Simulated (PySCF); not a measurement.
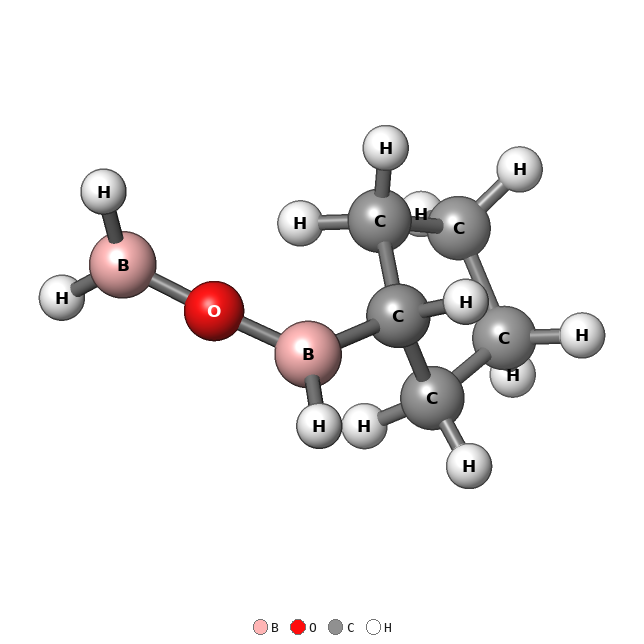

The picture shows a molecular structure as a ball-and-stick model.

The computed structure is the end point of a PBE0-D3(BJ)/def2-SVP optimisation. No frequency run is at hand to confirm it as a minimum.

> What is the molecular formula?

C5H12B2O, 20 atoms: 5 carbon, 12 hydrogen, 2 boron and 1 oxygen.

> Describe its rings.

Independent rings (smallest set): 1 of 5 members.

> Give a SMILES string for it.

BOBC1CCCC1

> Count the bonded pairs by element.

9 C–H, 5 C–C, 3 B–H, 2 B–O, 1 C–B.

> Give the symmetry (Schoenflies symbol).

C1.

More results for the same structure follow; atom numbers are the same in all pictures, views and colours differ.

**Geometry**

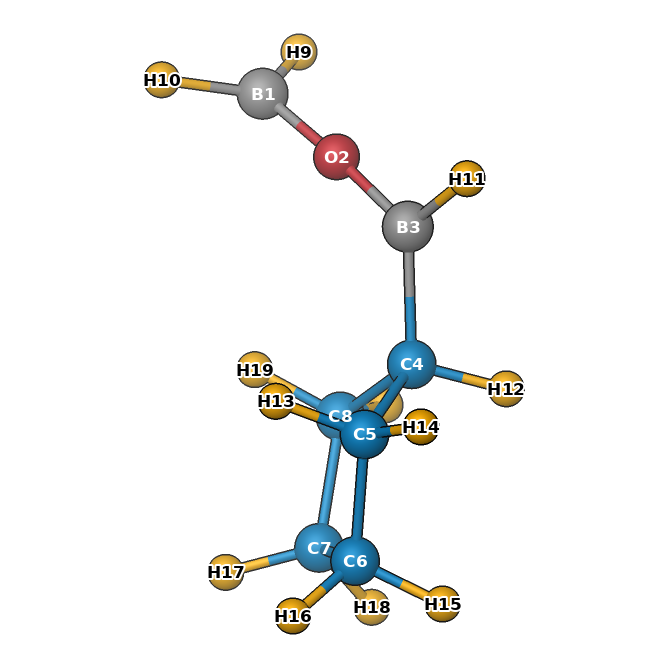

C7 lies behind C6. The molecule seen a little off the C6–C7 bond, C6 in front. Distant atoms are faded towards the background colour. No frequency run is at hand to confirm it as a minimum.

> What is the torsion angle C5–C6–C7–C8? The sign is positive where the front bond must turn clockwise to cover the back bond.

14°, synperiplanar (eclipsed). The bonds about C6–C7 are eclipsed.

**Quadrupole coupling**

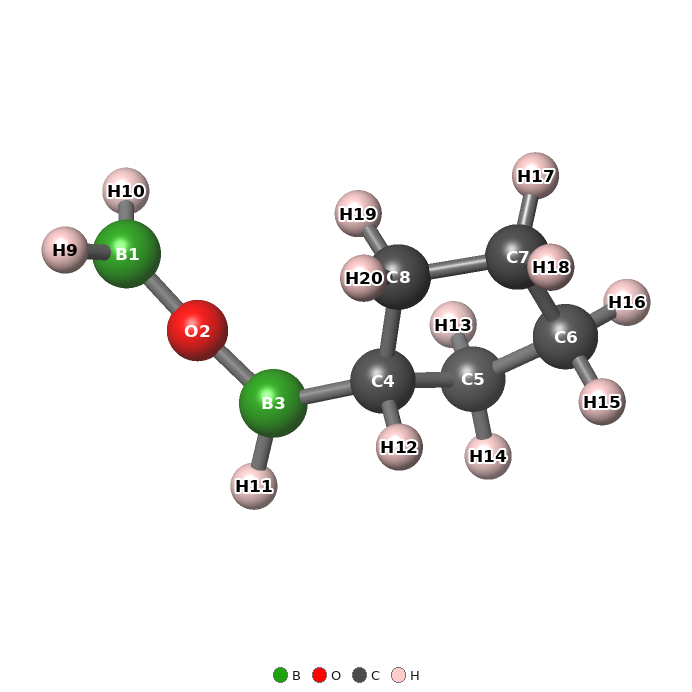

No frequency run is at hand to confirm it as a minimum. Electric field gradients from the ground-state density, PBE0/pcSseg-1 (PySCF 2.14.0), non-relativistic apart from any core potentials.

Give the largest field-gradient component, the quadrupole coupling constant and the asymmetry for 11B at B1 (Q = 40.59 mb), 17O at O2 (Q = −25.6 mb), 11B at B3 (Q = 40.59 mb).

```tsv
atom	V_zz (a.u.)	e²qQ/h (MHz)	η
B1	0.451	4.30	0.45
O2	0.852	−5.12	0.17
B3	0.444	4.24	0.56
```

**Dipole moment**

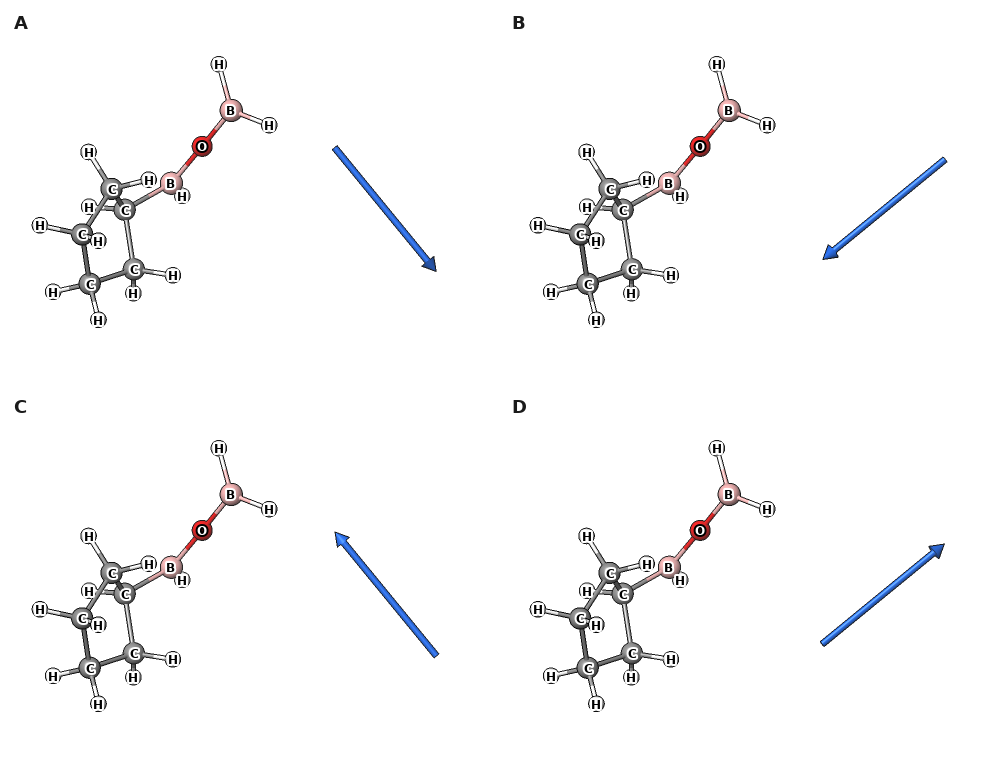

The same molecule four times, each with an arrow. No frequency run is at hand to confirm it as a minimum. Properties computed with KT3/pcSseg-1, gas phase (PySCF 2.14.0).

> Which arrow points along the dipole moment, from the negative to the positive end?

B. The dipole moment is 0.88 D.

**Core levels**

No frequency run is at hand to confirm it as a minimum. Level of theory: delta-SCF UKS SCAN, pcX-2 on the ionised atom, pcseg-1 elsewhere, spin-free X2C (PySCF 2.14.0).

Give the core-electron binding energies (to vacuum) of B1 1s, O2 1s, B3 1s, C4 1s, C5 1s, C6 1s.

| atom | level | binding energy (eV) |
| --- | --- | --- |
| B1 | 1s | 196.7 |
| O2 | 1s | 539.1 |
| B3 | 1s | 196.5 |
| C4 | 1s | 289.9 |
| C5 | 1s | 290.4 |
| C6 | 1s | 290.3 |

**Excitation**

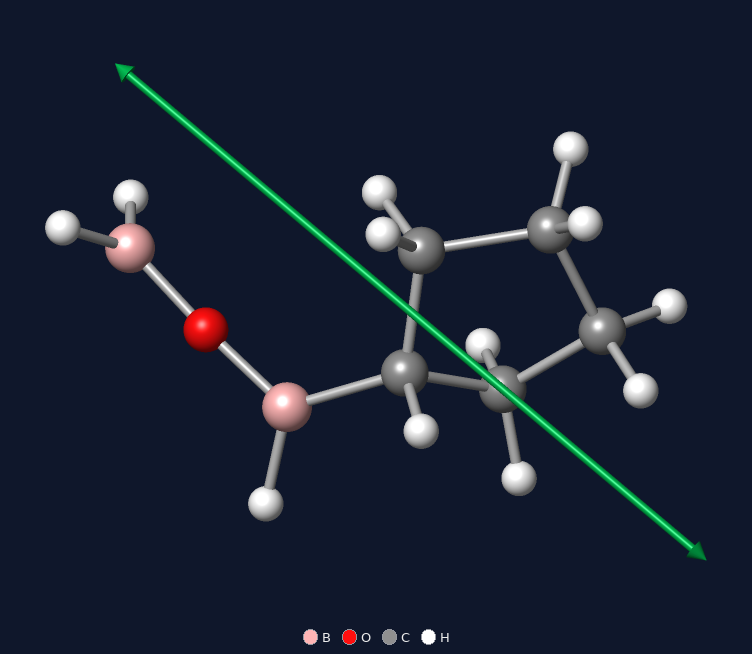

The double arrow shows the direction of the transition dipole to excited singlet state 3 (its length means nothing). No frequency run is at hand to confirm it as a minimum. Properties computed with TDDFT ωB97X-D/def2-SVPD, vertical, gas phase, core orbitals frozen in the response (PySCF 2.14.0).

> Give its energy, strength and character.

7.43 eV (167 nm), oscillator strength 0.22, mainly HOMO → LUMO (weight 0.94); transition dipole 2.78 D.
